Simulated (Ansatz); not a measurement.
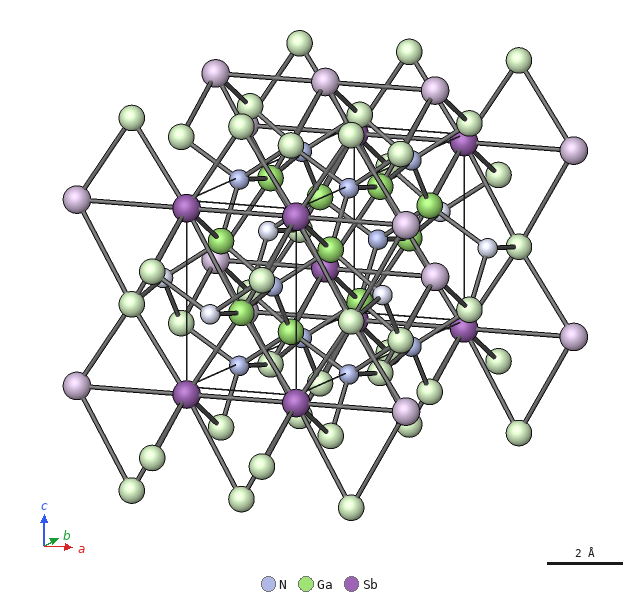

Figure: ball-and-stick view slightly off an axis. The frame is the conventional unit cell; atoms at its boundary are shown with their periodic copies. The first bonded neighbours in the surrounding cells are also shown, in fainter colours.

Ga3SbN2, space group Imm2 (No. 44), a = 3.185 Å, b = 11.627 Å, c = 5.079 Å, α = 90.00°, β = 90.00°, γ = 90.00°. The structure comes from a structure type filled with these elements by a generator (whether the compound takes this form wasn't checked). Earlier steps of the study may have refined or changed the cell and positions. A calculation with Ansatz used it as input.

This one geometry was computed with Ansatz (DFT, plane waves, PAW) at three levels of theory: PBE, PBE with spin-orbit coupling and r2SCAN. It was relaxed beforehand with r2SCAN.

Question: Which level gives the highest pressure at this volume, and what does that say about its equilibrium volume?

Answer: Highest: PBE (3.8 GPa) and PBE with spin-orbit coupling (3.8 GPa), which points to the largest equilibrium volume. Lowest, with the smallest volume: r2SCAN (-0.1 GPa). Levels within 0.5 GPa of each other can't be told apart.

Question: How does the band gap change with the level of theory?

Answer: All levels give a metal.

Question: Collect the results in a table.

Answer:
| level | cutoff (eV) | k-mesh of the run's cell | gap (eV) | pressure (GPa) |
| --- | --- | --- | --- | --- |
| PBE | 420 | 10×10×10 | metal | 3.8 |
| PBE with spin-orbit coupling | 420 | 10×10×10 | metal | 3.8 |
| r2SCAN | 500 | 10×10×10 | metal | -0.1 |

Gaps are taken on the k-mesh or band path of each run.
